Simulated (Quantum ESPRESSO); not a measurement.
## BP (F-43m) under biaxial strain: a fit and a test

Aim: strain and stress coefficients of the optical modes of BP (F-43m) under biaxial strain in the (001) plane.

Program: Quantum ESPRESSO 7.5. Level of theory: DFT LDA, scalar-relativistic, plane waves, PseudoDojo norm-conserving pseudopotentials. Results are calculated unless marked as measured.

**1. The relaxed structure**

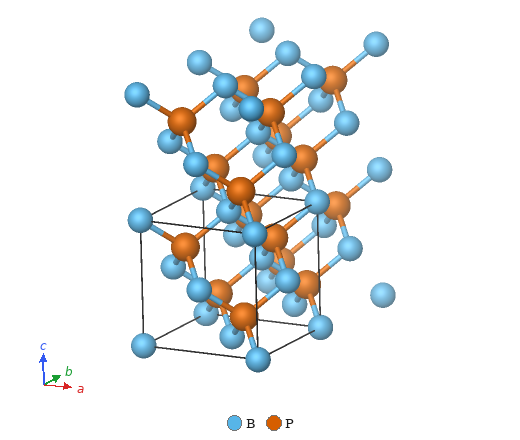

The starting structure, seen slightly off an axis (boron blue, phosphorus orange). 1×2×2 cells are drawn. This picture shows the conventional cell, with its axes. Bonds to atoms that aren't drawn are left out. Some periodic images of atoms are drawn too.

Structure file:

```xyz
2
Lattice="-2.2436 0.0000 2.2436 0.0000 2.2436 2.2436 -2.2436 2.2436 0.0000" Properties=species:S:1:pos:R:3 pbc="T T T"
B     0.0000    0.0000    0.0000
P    -1.1218    1.1218    1.1218
```

This is the cell after its relaxation at this level of theory, not the database cell from which that began.

**2. Strained cells**

The in-plane lattice vectors are held at a strain ε, as on a substrate; the length along z is set so that σ_zz vanishes; symmetry keeps the atoms on their sites. Modes are taken without the LO-TO term. Cutoff 84 Ry, k mesh 12×12×12.

From the response at ε = -0.03:

The log of the run:

```text
[banners, grids, parts of the stress and lines that vanish by symmetry left out]
Program PHONON v.7.5
     Reading xml data from directory:

[...]
Exchange-correlation= PW
                           (   1   4   0   0   0   0   0)
[...]
kinetic-energy cut-off    =      84.0000  Ry
     charge density cut-off    =     336.0000  Ry
     convergence threshold     =      1.0E-18
[...]
Exchange-correlation= PW
                           (   1   4   0   0   0   0   0)
[...]
q = (   0.0000000   0.0000000   0.0000000 )
      9 Sym.Ops. (with q -> -q+G )
     G cutoff =  301.1857  (  15085 G-vectors)     FFT grid: ( 36, 36, 36)
     number of k points=   163
[...]
Mode symmetry, D_2d (-42m) point group:
[...]
Dielectric constant
[...]
End of electric fields calculation
          Dielectric constant in cartesian axis
          (       8.969233437      -0.000000000       0.000000000 )
          (       0.000000000       8.969233437       0.000000000 )
          (      -0.000000000       0.000000000       9.626125041 )
          Effective charges (d Force / dE) in cartesian axis without acoustic sum rule applied (asr)
           atom    1  B     Mean Z*:       -0.79407
      Ex  (       -0.80554       -0.00000        0.00000 )
      Ey  (        0.00000       -0.80554       -0.00000 )
      Ez  (       -0.00000       -0.00000       -0.77114 )
           atom    2  P     Mean Z*:        0.79046
      Ex  (        0.80153        0.00000        0.00000 )
      Ey  (       -0.00000        0.80153        0.00000 )
      Ez  (        0.00000        0.00000        0.76830 )
          Effective charges Sum: Mean:       -0.00362
[...]
Effective charges (d Force / dE) in cartesian axis with asr applied:
           atom    1  B     Mean Z*:       -0.79226
[...]
atom    2  P     Mean Z*:        0.79226
[...]
Representation #   1 mode #   1
[...]
End of self-consistent calculation
     Convergence has been achieved
     Representation #   2 mode #   2
[...]
End of self-consistent calculation
     Convergence has been achieved
     Representation #   3 modes #   3   4
[...]
End of self-consistent calculation
     Convergence has been achieved
     Representation #   4 modes #   5   6
[...]
End of self-consistent calculation
     Convergence has been achieved
[...]
Dielectric constant in cartesian axis
          (       8.969233437      -0.000000000       0.000000000 )
          (       0.000000000       8.969233437       0.000000000 )
          (      -0.000000000       0.000000000       9.626125041 )
          Effective charges (d Force / dE) in cartesian axis without acoustic sum rule applied (asr)
           atom    1  B     Mean Z*:       -0.79407
      Ex  (       -0.80554       -0.00000        0.00000 )
      Ey  (        0.00000       -0.80554       -0.00000 )
      Ez  (       -0.00000       -0.00000       -0.77114 )
           atom    2  P     Mean Z*:        0.79046
      Ex  (        0.80153        0.00000        0.00000 )
      Ey  (       -0.00000        0.80153        0.00000 )
      Ez  (        0.00000        0.00000        0.76830 )
          Effective charges Sum: Mean:       -0.00362
[...]
Effective charges (d Force / dE) in cartesian axis with asr applied:
           atom    1  B     Mean Z*:       -0.79226
[...]
atom    2  P     Mean Z*:        0.79226
[...]
q = (    0.000000000   0.000000000   0.000000000 )
[...]
freq (    1) =      -0.014094 [THz] =      -0.470141 [cm-1]
     freq (    2) =      -0.008069 [THz] =      -0.269155 [cm-1]
     freq (    3) =      -0.008069 [THz] =      -0.269155 [cm-1]
     freq (    4) =      25.718889 [THz] =     857.889801 [cm-1]
     freq (    5) =      25.718889 [THz] =     857.889801 [cm-1]
     freq (    6) =      25.763530 [THz] =     859.378864 [cm-1]
[...]
Mode symmetry, D_2d (-42m) point group:
     freq (   1-   1) =         -0.5  [cm-1]   --> B_2  X_3  W_2   I+R
     freq (   2-   3) =         -0.3  [cm-1]   --> E    X_5  W_3   I+R
     freq (   4-   5) =        857.9  [cm-1]   --> E    X_5  W_3   I+R
     freq (   6-   6) =        859.4  [cm-1]   --> B_2  X_3  W_2   I+R

   JOB DONE.
```

The run at ε = 0.01 is held back.

```
    ε     ε_zz  σ_xx (GPa, tension positive)  singlet (cm⁻¹)  doublet (cm⁻¹)
-0.03   0.0138                        -13.42          859.38          857.89
-0.02   0.0092                         -8.64          846.26          846.10
-0.01   0.0046                         -4.17          833.52          833.85
    0   0.0000                          0.01          821.16          821.16
 0.01  -0.0046                          3.90       held back       held back
 0.02  -0.0093                          7.53          797.68          794.64
```

**3. The fit**

Parabolas ω = ω₀ + a ε + b ε² through the other rows:

```
   mode  ω₀ (cm⁻¹)  a (cm⁻¹)  b (cm⁻¹)
singlet      821.2     -1214      1981
doublet      821.2     -1286     -2073
```

The biaxial modulus, the linear term of σ_xx, is 404 GPa, so the singlet mode moves by a/M = -3.0 cm⁻¹ a GPa of tensile stress. The ratio −ε_zz/ε near zero is 0.46. For ε = 0.01 the fits predict 809.23 and 808.12 cm⁻¹.

**4. The run that was held back**

The log of the run:

```text
[banners, grids, parts of the stress and lines that vanish by symmetry left out]
[banner, memory and clock lines left out]
Program PHONON v.7.5

[...]
Exchange-correlation= PW
                           (   1   4   0   0   0   0   0)
[...]
kinetic-energy cut-off    =      84.0000  Ry
     charge density cut-off    =     336.0000  Ry
     convergence threshold     =      1.0E-18
[...]
Exchange-correlation= PW
                           (   1   4   0   0   0   0   0)
[...]
q = (   0.0000000   0.0000000   0.0000000 )
      9 Sym.Ops. (with q -> -q+G )
     G cutoff =  307.6402  (  16193 G-vectors)     FFT grid: ( 36, 36, 36)
     number of k points=   163
[...]
Mode symmetry, D_2d (-42m) point group:
[...]
Dielectric constant
[...]
End of electric fields calculation
          Dielectric constant in cartesian axis
          (       9.244687022      -0.000000000       0.000000000 )
          (      -0.000000000       9.244687022      -0.000000000 )
          (       0.000000000      -0.000000000       9.026574916 )
          Effective charges (d Force / dE) in cartesian axis without acoustic sum rule applied (asr)
           atom    1  B     Mean Z*:       -0.59548
      Ex  (       -0.59056        0.00000        0.00000 )
      Ey  (        0.00000       -0.59056       -0.00000 )
      Ez  (        0.00000       -0.00000       -0.60532 )
           atom    2  P     Mean Z*:        0.59190
      Ex  (        0.58706       -0.00000       -0.00000 )
      Ey  (        0.00000        0.58706        0.00000 )
      Ez  (       -0.00000       -0.00000        0.60159 )
[...]
Convergence has been achieved
     Representation #   4 modes #   5   6
[...]
End of self-consistent calculation
     Convergence has been achieved
[...]
Dielectric constant in cartesian axis
          (       9.244687022      -0.000000000       0.000000000 )
          (      -0.000000000       9.244687022      -0.000000000 )
          (       0.000000000      -0.000000000       9.026574916 )
          Effective charges (d Force / dE) in cartesian axis without acoustic sum rule applied (asr)
           atom    1  B     Mean Z*:       -0.59548
      Ex  (       -0.59056        0.00000        0.00000 )
      Ey  (        0.00000       -0.59056       -0.00000 )
      Ez  (        0.00000       -0.00000       -0.60532 )
           atom    2  P     Mean Z*:        0.59190
      Ex  (        0.58706       -0.00000       -0.00000 )
      Ey  (        0.00000        0.58706        0.00000 )
      Ez  (       -0.00000       -0.00000        0.60159 )
          Effective charges Sum: Mean:       -0.00358
[...]
Effective charges (d Force / dE) in cartesian axis with asr applied:
           atom    1  B     Mean Z*:       -0.59369
[...]
atom    2  P     Mean Z*:        0.59369
[...]
q = (    0.000000000   0.000000000   0.000000000 )
[...]
freq (    1) =      -0.013642 [THz] =      -0.455046 [cm-1]
     freq (    2) =      -0.011469 [THz] =      -0.382550 [cm-1]
     freq (    3) =      -0.011469 [THz] =      -0.382550 [cm-1]
     freq (    4) =      24.225230 [THz] =     808.066685 [cm-1]
     freq (    5) =      24.225230 [THz] =     808.066685 [cm-1]
     freq (    6) =      24.258951 [THz] =     809.191501 [cm-1]
[...]
Mode symmetry, D_2d (-42m) point group:
     freq (   1-   1) =         -0.5  [cm-1]   --> B_2  X_3  W_2   I+R
     freq (   2-   3) =         -0.4  [cm-1]   --> E    X_5  W_3   I+R
     freq (   4-   5) =        808.1  [cm-1]   --> E    X_5  W_3   I+R
     freq (   6-   6) =        809.2  [cm-1]   --> B_2  X_3  W_2   I+R
```

It gives 809.19 and 808.07 cm⁻¹.

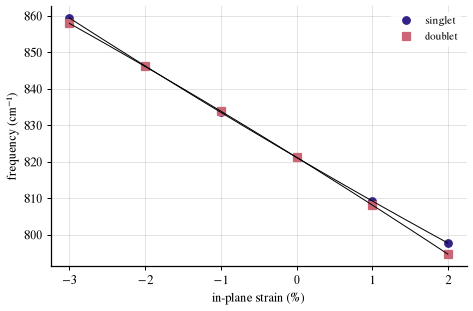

The two modes against in-plane strain, with the fits.

**5. Results**

```json
{"strain coefficient of the singlet mode": "-1214 cm⁻¹", "strain coefficient of the doublet mode": "-1286 cm⁻¹", "biaxial modulus": "404 GPa"}
```

In words: One per cent of tensile strain moves the singlet mode of BP (F-43m) by -12.1 cm⁻¹ and the doublet mode by -12.9 cm⁻¹; the fits miss the run held back by up to 0.05 cm⁻¹. At 3 % strain the quadratic term is 5 % of the linear one for the singlet mode and 5 % for the doublet mode. Runs of the series that gave no result are left out: biax0.03-ph (refused). In a polar crystal the line seen along z is the LO mode, whose shift differs. These are harmonic values at zero temperature, without the LO-TO term, for a homogeneous, dislocation-free layer.

[Host names and launcher messages were left out of these logs when they were recorded.]

[Logs are printed without paths, hosts, clocks, repeated set-up lines and the standing remarks that a program may print on its own settings, such as how far it seeks lower states.]

[Hosts, paths, dates, database ids (printed as entryN), source tags and the programs' standing remarks are cut or masked in the printed files.]
